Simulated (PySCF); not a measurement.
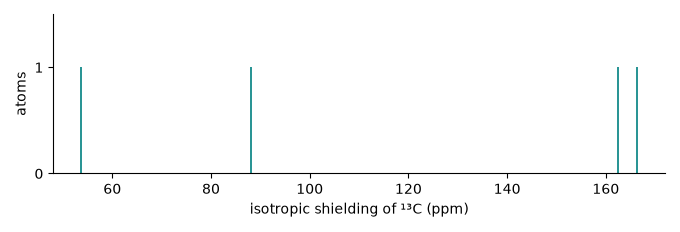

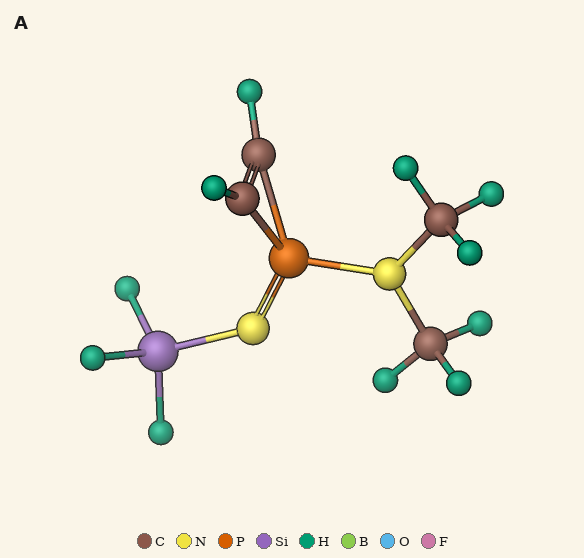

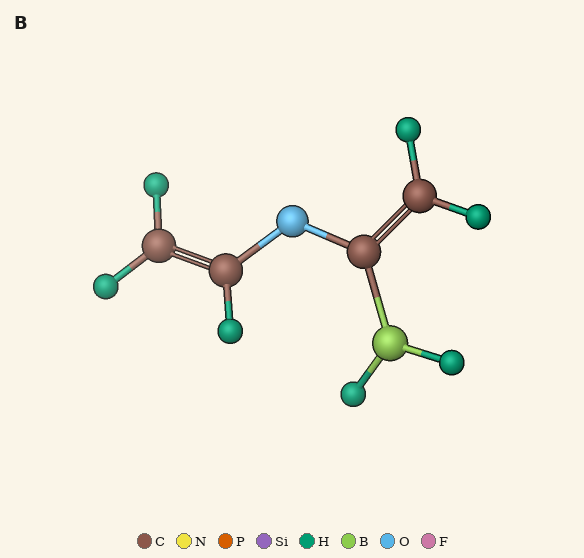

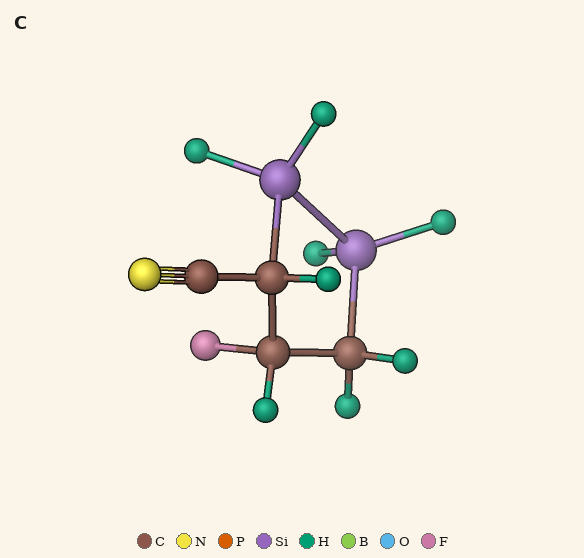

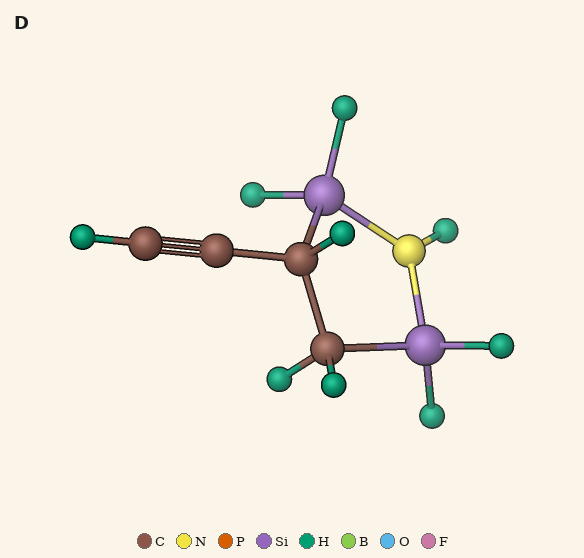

The sticks are computed shieldings of one of the molecules, for one fixed geometry (PBE0-D3(BJ)/def2-SVP) without averaging over rotations. Low shielding means a high chemical shift. Method: GIAO PBE0/pcSseg-1 NMR shielding, non-relativistic, IEF-PCM dimethylsulfoxide (PySCF 2.14.0).

**Match the spectrum to a structure.**

C, `N#C[C@@H]1[SiH2][SiH2]C[C@@H]1F`. Its 4 C atoms give lines at 53.7, 88.1, 162.4, 166.4 ppm.
